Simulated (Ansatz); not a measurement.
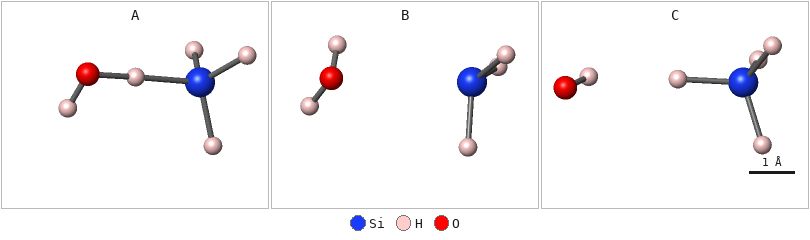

3 geometries from a converged minimum-energy path of SiH5O (multiplicity 2), made up at the start of SiH4 and HO, shuffled. Style: ball-and-stick. Shown at a tilt.

Computed with Ansatz 0.2.0, UHF/6-31G*. Set-up: 5 movable images; climbing image; force threshold 0.03 eV/Å; iteration limit 60; starting path through a guess of the saddle point.

Q: Which frame is the top of the path?

A: A. In order along the path, whose images run from 0 to 6: C (image 1, 0.00 eV), A (image 3, +1.02 eV), B (image 5, −0.27 eV). A hydrogen atom shifts from one atom to another. Breaking: H–Si (1.48 → 3.82 Å). Forming: H–O (3.30 → 0.95 Å).

Limits of the set-up: the start holds two separate molecules, 2.4 Å apart at their closest, whose relative position is a soft coordinate and is computed without a dispersion correction; Hartree-Fock leaves out electron correlation.
